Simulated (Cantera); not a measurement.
Input: 1 mol MgCO3, 3 mol H2S, 0.11 mol H2O, held at 0.260 bar.

Equilibrium computed with Cantera from the NASA thermochemical tables; the gas is ideal and each condensed phase is pure. Candidate condensed phases: C, C6H6, C7H8, C8H18, H2O, H2SO4, Mg, MgCO3, MgO, Mg(OH)2, MgS, MgSO4, S; 130 gas species. Kinetics and transport are ignored.

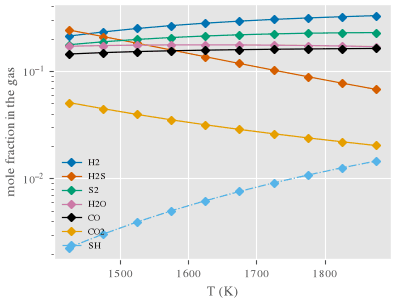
Figure: Equilibrium gas composition (values under 1e-9 drawn at 1e-9)

Problem. Read off the mole fractions at 1725 K.

Solution. H2 about 0.30, S2 about 0.22, H2O about 0.17, CO about 0.16, H2S about 0.10, CO2 about 0.026, SH about 0.0091.
